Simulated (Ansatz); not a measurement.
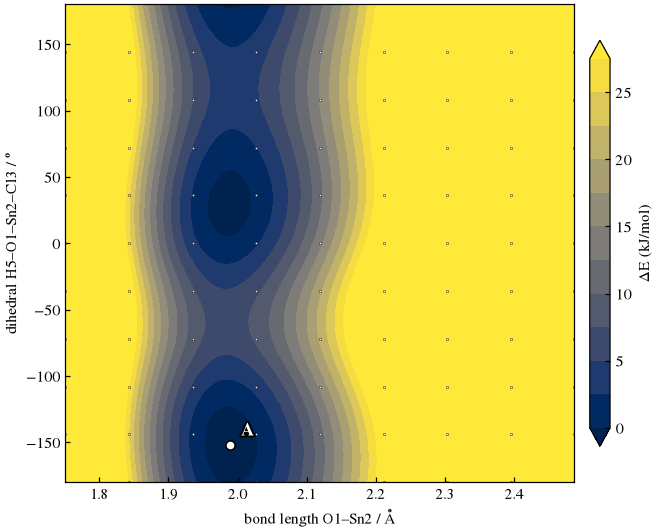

Cl2HOSn, SMILES [OH][Sn]([Cl])[Cl], spin multiplicity 2. The first coordinate is: bond length O1–Sn2; the second: dihedral H5–O1–Sn2–Cl3. Nothing is relaxed (all other coordinates rigid). The grid has 9 × 10 points. Points are written as (first, second). All energies are given in kJ/mol relative to the lowest grid point. These are results of UKS PBE0-D4/def2-SVP (Ansatz 0.2.0), not measurements.

Drawn: filled contours, dots at the grid points, one colour for all values above the top of the scale, the well A. Between grid points the surface is interpolated.

Q: Estimate the position of the minimum and the force constants in these coordinates. Take the well at A.

A: The interpolated minimum is at bond length O1–Sn2 ≈ 1.990 Å, dihedral H5–O1–Sn2–Cl3 ≈ −152°. The curvatures there are about 20 eV/Å² and 0.12 eV/rad², with a cross term of about 0.1 eV/(Å·rad). Round the minimum the two coordinates are weakly coupled (coupling 0.07 in units of the two stiffnesses). (1 eV is 96.5 kJ/mol.)
